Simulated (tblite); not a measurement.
## Run report: C6H11NOSi, geometry relaxation (part 4 of 4)

The same run, continued: C6H11NOSi; GFN2-xTB geometry optimisation, gas phase (tblite 0.8.0). It belongs to a series of runs on one base structure; here: CH2 inserted into a C-O bond.

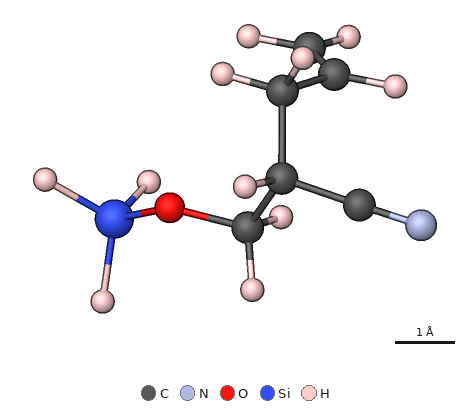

Figure 1. The geometry at step 120 of the log (ball-and-stick view, seen at a tilt).

### Trajectory as extended XYZ, continued
```
20
Properties=species:S:1:pos:R:3:forces:R:3 step=107 energy=-739.02294
C    -1.8245    1.0782    1.2498   -0.0090  -0.0030   0.0000
C    -1.8679    0.6003    0.0208    0.0070  -0.0110  -0.0050
C    -0.8600    0.9152   -1.0394    0.0040  -0.0090   0.0030
C    -0.1196   -0.3519   -1.5177   -0.0020   0.0050  -0.0080
C    -1.0594   -1.3221   -2.0241    0.0310   0.0350   0.0200
N    -1.8179   -2.0799   -2.4199   -0.0140  -0.0340  -0.0230
C     0.7112   -0.9711   -0.3818   -0.0090  -0.0040   0.0030
O     1.6969   -0.0696    0.0051   -0.0020   0.0160  -0.0260
Si    2.5929   -0.0440    1.3564    0.0060   0.0130   0.0070
H    -1.0431    1.7474    1.5726    0.0040  -0.0020  -0.0090
H    -2.5725    0.8272    1.9821    0.0020   0.0020   0.0160
H    -2.6569   -0.0764   -0.2822   -0.0120   0.0030   0.0090
H    -0.1179    1.6163   -0.6545    0.0110   0.0020  -0.0220
H    -1.3642    1.3659   -1.8997    0.0050   0.0100   0.0190
H     0.5649   -0.0793   -2.3298    0.0040   0.0080  -0.0130
H     1.1768   -1.9034   -0.7270   -0.0010  -0.0150  -0.0020
H     0.0529   -1.2083    0.4622   -0.0120  -0.0090   0.0220
H     3.4957   -1.1952    1.4233   -0.0030  -0.0120  -0.0030
H     3.2726    1.2216    1.1390    0.0030   0.0050  -0.0060
H     1.7347   -0.0603    2.5429   -0.0130   0.0000   0.0190
20
Properties=species:S:1:pos:R:3:forces:R:3 step=110 energy=-739.02328
C    -1.8185    1.0757    1.2512    0.0040  -0.0160  -0.0030
C    -1.8665    0.5988    0.0219    0.0010   0.0020   0.0170
C    -0.8640    0.9149   -1.0429   -0.0020   0.0030   0.0030
C    -0.1187   -0.3501   -1.5186   -0.0020   0.0010   0.0010
C    -1.0569   -1.3205   -2.0277    0.0220   0.0140   0.0010
N    -1.8140   -2.0781   -2.4269    0.0020  -0.0170  -0.0110
C     0.7096   -0.9696   -0.3805    0.0000   0.0000  -0.0020
O     1.6956   -0.0676    0.0064   -0.0070  -0.0010  -0.0030
Si    2.5903   -0.0437    1.3595    0.0010   0.0140  -0.0040
H    -1.0347    1.7429    1.5715    0.0060   0.0060  -0.0070
H    -2.5615    0.8220    1.9878   -0.0010   0.0070   0.0100
H    -2.6583   -0.0762   -0.2774   -0.0110  -0.0060   0.0000
H    -0.1252    1.6239   -0.6667    0.0150  -0.0060  -0.0040
H    -1.3753    1.3584   -1.9022    0.0020   0.0110   0.0010
H     0.5685   -0.0751   -2.3283   -0.0080  -0.0010  -0.0040
H     1.1762   -1.9015   -0.7268   -0.0080  -0.0060   0.0090
H     0.0507   -1.2079    0.4637    0.0030   0.0010  -0.0050
H     3.4858   -1.2006    1.4319   -0.0070  -0.0090  -0.0040
H     3.2802    1.2156    1.1358   -0.0030   0.0010  -0.0020
H     1.7315   -0.0506    2.5466   -0.0080   0.0020   0.0060
20
Properties=species:S:1:pos:R:3:forces:R:3 step=114 energy=-739.02358
C    -1.8104    1.0650    1.2560    0.0040   0.0060   0.0010
C    -1.8639    0.5966    0.0238    0.0020   0.0010  -0.0030
C    -0.8630    0.9159   -1.0425    0.0010  -0.0030  -0.0010
C    -0.1183   -0.3489   -1.5198   -0.0020   0.0000  -0.0040
C    -1.0572   -1.3162   -2.0309   -0.0120  -0.0280  -0.0120
N    -1.8153   -2.0724   -2.4318    0.0150  -0.0020  -0.0040
C     0.7092   -0.9715   -0.3825   -0.0040   0.0020  -0.0020
O     1.6982   -0.0726    0.0027    0.0010   0.0040  -0.0030
Si    2.5846   -0.0368    1.3610   -0.0050  -0.0100   0.0030
H    -1.0238    1.7298    1.5749    0.0040   0.0000   0.0030
H    -2.5523    0.8112    1.9938    0.0070   0.0040   0.0040
H    -2.6592   -0.0740   -0.2778    0.0090   0.0040   0.0030
H    -0.1205    1.6243   -0.6716   -0.0080  -0.0060   0.0210
H    -1.3771    1.3604   -1.8999    0.0060   0.0030   0.0010
H     0.5685   -0.0749   -2.3301   -0.0010   0.0070   0.0020
H     1.1712   -1.9060   -0.7280    0.0010   0.0010   0.0000
H     0.0512   -1.2080    0.4626   -0.0090   0.0050   0.0000
H     3.4693   -1.2020    1.4524   -0.0130   0.0080  -0.0010
H     3.2849    1.2137    1.1214   -0.0030   0.0000   0.0060
H     1.7187   -0.0229    2.5445    0.0070   0.0050  -0.0140
20
Properties=species:S:1:pos:R:3:forces:R:3 step=117 energy=-739.02405
C    -1.7982    1.0453    1.2650   -0.0040   0.0130  -0.0040
C    -1.8622    0.5963    0.0261    0.0190  -0.0030  -0.0100
C    -0.8581    0.9157   -1.0376    0.0110   0.0040  -0.0030
C    -0.1191   -0.3498   -1.5230   -0.0070   0.0120  -0.0070
C    -1.0621   -1.3137   -2.0324   -0.0220  -0.0530  -0.0090
N    -1.8218   -2.0700   -2.4303    0.0230   0.0140  -0.0020
C     0.7146   -0.9767   -0.3920   -0.0170   0.0030  -0.0080
O     1.7123   -0.0837   -0.0146   -0.0140   0.0030  -0.0140
Si    2.5717   -0.0222    1.3600    0.0190   0.0100  -0.0250
H    -1.0016    1.6942    1.5913    0.0120   0.0040   0.0020
H    -2.5425    0.7940    2.0012    0.0040  -0.0050   0.0040
H    -2.6671   -0.0589   -0.2836    0.0060   0.0060   0.0050
H    -0.1090    1.6149   -0.6620   -0.0220   0.0010   0.0240
H    -1.3682    1.3709   -1.8924    0.0120  -0.0090   0.0130
H     0.5625   -0.0733   -2.3369    0.0070   0.0020   0.0050
H     1.1683   -1.9141   -0.7411    0.0060   0.0080   0.0000
H     0.0608   -1.2102    0.4571   -0.0060   0.0090   0.0020
H     3.4312   -1.2006    1.4981   -0.0020   0.0030   0.0100
H     3.3002    1.2103    1.1025   -0.0180  -0.0230   0.0040
H     1.6831    0.0422    2.5229   -0.0080   0.0020   0.0090
20
Properties=species:S:1:pos:R:3:forces:R:3 step=120 energy=-739.02441
C    -1.7735    1.0274    1.2783   -0.0030   0.0130   0.0080
C    -1.8563    0.5955    0.0343   -0.0020  -0.0120   0.0030
C    -0.8596    0.9132   -1.0360    0.0010  -0.0120   0.0180
C    -0.1225   -0.3505   -1.5283    0.0050  -0.0260   0.0020
C    -1.0573   -1.3185   -2.0488    0.0230   0.0670   0.0130
N    -1.8104   -2.0721   -2.4628   -0.0120  -0.0340  -0.0070
C     0.7107   -0.9814   -0.3993    0.0040  -0.0010   0.0060
O     1.7167   -0.0942   -0.0279   -0.0270   0.0090  -0.0300
Si    2.5545   -0.0060    1.3577   -0.0220   0.0010  -0.0170
H    -0.9640    1.6598    1.6052    0.0150   0.0090  -0.0030
H    -2.5129    0.7782    2.0210    0.0100  -0.0070  -0.0180
H    -2.6735   -0.0431   -0.2747   -0.0200  -0.0190  -0.0010
H    -0.1090    1.6090   -0.6590    0.0050   0.0200   0.0060
H    -1.3733    1.3705   -1.8865    0.0060   0.0040   0.0030
H     0.5618   -0.0645   -2.3367    0.0010  -0.0160  -0.0040
H     1.1591   -1.9220   -0.7475   -0.0010   0.0160  -0.0020
H     0.0585   -1.2100    0.4526    0.0000   0.0130  -0.0060
H     3.3748   -1.1995    1.5503    0.0480  -0.0550   0.0180
H     3.3177    1.1977    1.0830    0.0090   0.0250  -0.0260
H     1.6533    0.1209    2.5032   -0.0420   0.0030   0.0390
20
Properties=species:S:1:pos:R:3:forces:R:3 step=124 energy=-739.02518
C    -1.7682    1.0203    1.2791    0.0060   0.0000  -0.0020
C    -1.8529    0.5917    0.0339   -0.0030   0.0030   0.0040
C    -0.8554    0.9151   -1.0340   -0.0050   0.0010  -0.0010
C    -0.1214   -0.3487   -1.5304   -0.0010   0.0030   0.0030
C    -1.0603   -1.3132   -2.0476   -0.0060   0.0050  -0.0100
N    -1.8133   -2.0698   -2.4569    0.0060  -0.0020   0.0010
C     0.7095   -0.9814   -0.4015    0.0020   0.0000   0.0010
O     1.7171   -0.0964   -0.0322    0.0030   0.0020   0.0060
Si    2.5491   -0.0039    1.3573   -0.0100  -0.0060   0.0100
H    -0.9568    1.6512    1.6054   -0.0010   0.0020   0.0000
H    -2.5047    0.7657    2.0220    0.0010   0.0010  -0.0030
H    -2.6706   -0.0463   -0.2778    0.0040  -0.0020   0.0100
H    -0.1056    1.6113   -0.6545   -0.0020  -0.0070   0.0040
H    -1.3684    1.3763   -1.8827    0.0010   0.0030  -0.0040
H     0.5626   -0.0661   -2.3403    0.0000  -0.0070   0.0020
H     1.1551   -1.9230   -0.7489    0.0040  -0.0010  -0.0020
H     0.0563   -1.2055    0.4505   -0.0030   0.0010  -0.0020
H     3.3661   -1.2013    1.5691    0.0030   0.0080  -0.0010
H     3.3137    1.1967    1.0658    0.0060  -0.0020  -0.0020
H     1.6429    0.1379    2.5016   -0.0040  -0.0030  -0.0140
20
Properties=species:S:1:pos:R:3:forces:R:3 step=127 energy=-739.02527
C    -1.7622    1.0171    1.2818    0.0010  -0.0010   0.0030
C    -1.8520    0.5912    0.0363    0.0000   0.0010  -0.0050
C    -0.8562    0.9145   -1.0331    0.0000   0.0020  -0.0030
C    -0.1220   -0.3485   -1.5313   -0.0030   0.0030  -0.0040
C    -1.0589   -1.3129   -2.0522   -0.0040  -0.0040   0.0000
N    -1.8079   -2.0727   -2.4631    0.0020   0.0030  -0.0010
C     0.7087   -0.9821   -0.4028   -0.0030   0.0020  -0.0020
O     1.7172   -0.0976   -0.0346   -0.0010   0.0000  -0.0020
Si    2.5441   -0.0012    1.3572    0.0080   0.0050   0.0010
H    -0.9481    1.6449    1.6071    0.0010   0.0060   0.0010
H    -2.4976    0.7633    2.0261    0.0000   0.0000   0.0010
H    -2.6720   -0.0439   -0.2741   -0.0020  -0.0060   0.0060
H    -0.1060    1.6097   -0.6528    0.0020  -0.0020   0.0000
H    -1.3691    1.3770   -1.8812   -0.0010   0.0020  -0.0010
H     0.5626   -0.0647   -2.3401    0.0030  -0.0020  -0.0010
H     1.1536   -1.9242   -0.7499    0.0000   0.0010   0.0000
H     0.0549   -1.2046    0.4491    0.0010  -0.0040   0.0010
H     3.3538   -1.2014    1.5784    0.0070   0.0010   0.0030
H     3.3173    1.1932    1.0615    0.0020  -0.0050  -0.0010
H     1.6346    0.1535    2.4958   -0.0150  -0.0030   0.0030
20
Properties=species:S:1:pos:R:3:forces:R:3 step=130 energy=-739.02533
C    -1.7606    1.0176    1.2818   -0.0020   0.0030  -0.0010
C    -1.8521    0.5909    0.0365    0.0010  -0.0010   0.0000
C    -0.8580    0.9146   -1.0346    0.0010   0.0000   0.0000
C    -0.1224   -0.3480   -1.5314    0.0020  -0.0020  -0.0010
C    -1.0587   -1.3125   -2.0534    0.0050  -0.0050   0.0050
N    -1.8065   -2.0725   -2.4659   -0.0050  -0.0010  -0.0030
C     0.7081   -0.9806   -0.4021    0.0000   0.0000   0.0000
O     1.7160   -0.0955   -0.0330   -0.0010  -0.0020   0.0000
Si    2.5442   -0.0019    1.3586   -0.0040  -0.0010  -0.0030
H    -0.9472    1.6473    1.6055   -0.0020   0.0020  -0.0010
H    -2.4951    0.7634    2.0268    0.0040   0.0010   0.0030
H    -2.6718   -0.0463   -0.2709    0.0030  -0.0020   0.0010
H    -0.1084    1.6108   -0.6552    0.0020   0.0010  -0.0010
H    -1.3721    1.3753   -1.8830   -0.0010   0.0020   0.0020
H     0.5633   -0.0655   -2.3397    0.0000   0.0060  -0.0010
H     1.1546   -1.9223   -0.7486   -0.0040   0.0010  -0.0010
H     0.0543   -1.2037    0.4497    0.0000  -0.0040  -0.0020
H     3.3547   -1.2021    1.5777    0.0020   0.0010   0.0040
H     3.3196    1.1906    1.0627    0.0020   0.0030   0.0000
H     1.6329    0.1511    2.4966   -0.0050  -0.0030  -0.0020
```

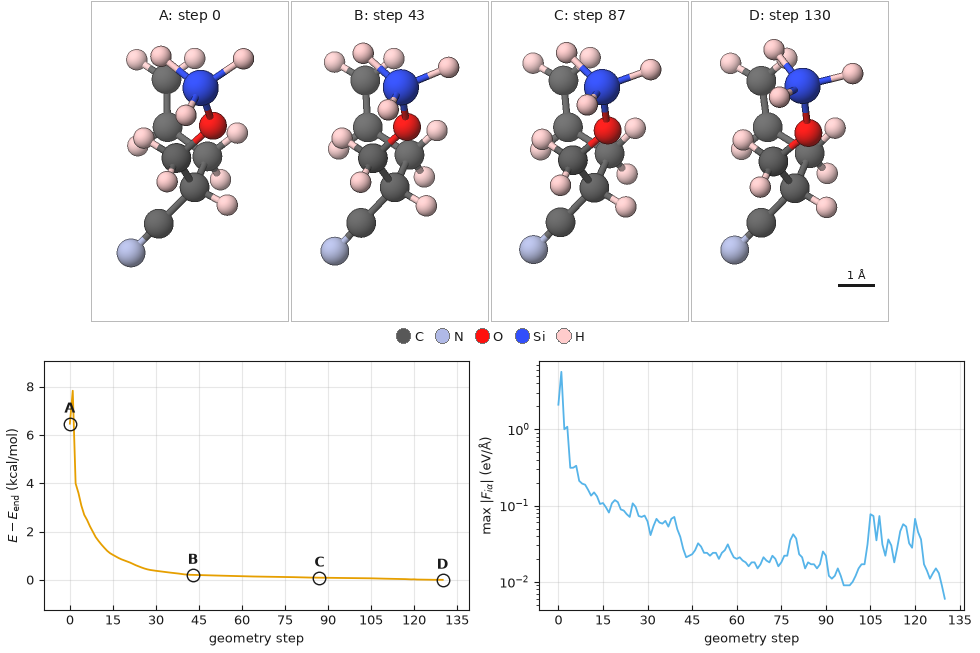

Figure 2. Frames of the relaxation (ball-and-stick view, seen at an oblique angle) above the curves, on which the letters mark them (steps are counted from 0).

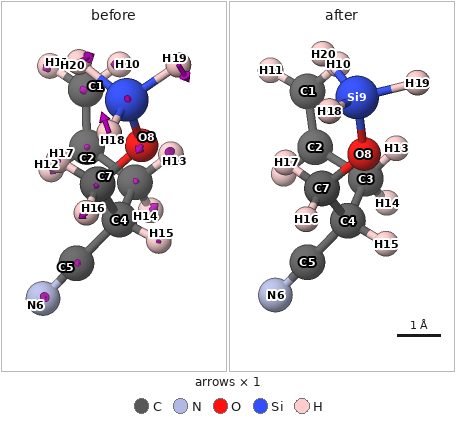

Figure 3. Before (left) and after (right) the relaxation, at one scale (ball-and-stick view, seen at an oblique angle). The pink arrows give the displacements, at true length. The largest moves after the best rigid fit, 0.59 Å, are those of H19 and H20. By element the largest moves are H 0.59 Å, N 0.30 Å, O 0.28 Å, C 0.23 Å, Si 0.18 Å. Distances before and after: C7–O8 1.435 → 1.391 Å, O8–Si9 1.664 → 1.622 Å, Si9–H19 1.484 → 1.453 Å, C4–C5 1.473 → 1.442 Å. Among the angles that change: C7–O8–Si9 118.4° → 129.4°, O8–Si9–H19 109.1° → 98.3°, C2–C3–C4 116.1° → 111.7°. Over 130 geometry steps the energy falls by 6.46 kcal/mol. The largest force component goes from 2.1 to 0.006 eV/Å. (Atoms are counted from 1 in the order of the input.)

The run was set up as follows.

### Input file
```
{"job": {"kind": "relax", "xc": "GFN2-xTB", "basis": "xTB"}, "charge": 0, "multiplicity": 1}
C     -1.850300     1.220400     1.227700
C     -1.959700     0.637400     0.020900
C     -0.981700     0.867100    -1.100600
C     -0.129700    -0.337400    -1.506700
C     -0.959100    -1.439700    -2.024100
N     -1.610700    -2.306200    -2.451800
C      0.748000    -0.863200    -0.353800
O      1.654500     0.166500     0.065900
Si     2.650900    -0.136000     1.363200
H     -1.060500     1.914900     1.468200
H     -2.594100     1.023200     2.004400
H     -2.791900    -0.047400    -0.152800
H     -0.334400     1.713200    -0.848900
H     -1.573500     1.196200    -1.975800
H      0.537300     0.005500    -2.297400
H      1.323400    -1.732100    -0.687000
H      0.126800    -1.194900     0.496300
H      3.476400    -1.328500     1.064300
H      3.507800     1.051800     1.603800
H      1.815500    -0.400100     2.562400
```

The first line tells a small driver script what to run in tblite; the rest is the geometry in Å.

Run as:
```bash
OMP_NUM_THREADS=1 python <driver script> task.json out
```

### Summary

```csv
quantity,value
outcome,converged
total energy,−739.0253 eV
hardware,"1 CPU thread, shared host"
wall time,1.1 s
peak memory,0.18 GiB
```
